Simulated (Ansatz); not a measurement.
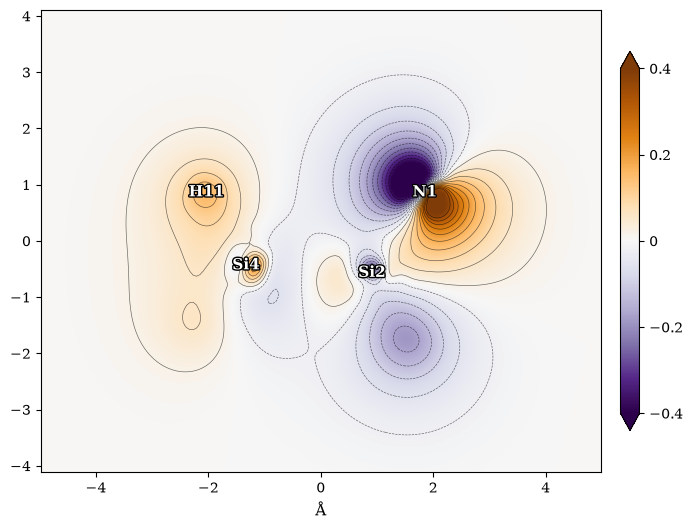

Figure. CH₇NSi₂ (SMILES N[SiH]1C[SiH2]1). The HOMO−1 on the plane of atoms N1, Si2 and Si4 (values in Å⁻³ᐟ²; the overall sign is arbitrary).

Geometry: PBE0-D4/def2-TZVP.

Computed with RKS PBE0-D4/def2-TZVPP (Ansatz).

Input file:

```
crystal:
  periodic: [false, false, false]
  atoms:
    - {symbol: N, position_ang: [-1.366514, 1.324519, -0.617099]}
    - {symbol: Si, position_ang: [0.209595, 0.771450, -0.240647]}
    - {symbol: C, position_ang: [0.342793, -0.476429, 1.167189]}
    - {symbol: Si, position_ang: [0.708318, -1.405251, -0.457085]}
    - {symbol: H, position_ang: [-1.688460, 1.324882, -1.569963]}
    - {symbol: H, position_ang: [-1.812567, 2.045560, -0.073053]}
    - {symbol: H, position_ang: [1.300938, 1.781736, -0.227870]}
    - {symbol: H, position_ang: [-0.584666, -0.756389, 1.663551]}
    - {symbol: H, position_ang: [1.159849, -0.365445, 1.877029]}
    - {symbol: H, position_ang: [2.098076, -1.889779, -0.639134]}
    - {symbol: H, position_ang: [-0.302061, -2.411754, -0.862117]}
basis:
  gaussian: {orbitals: def2-TZVPP}
hamiltonian: {xc: pbe0, dispersion: d4}
output: {orbitals: {seedname: orbitals}}
```

Launched as:

```sh
ansatz run in.yaml --threads 2 --pin off --events-out ev --progress --plain --max-ram 4352MiB
```

> Describe this orbital and give its energy.

By Hirshfeld shares it lies mainly on N1 (about 30 %), C3 (about 25 %), Si2 (about 15 %), Si4 (about 10 %) and H7 (about 5 %). Its energy is −7.20 eV.
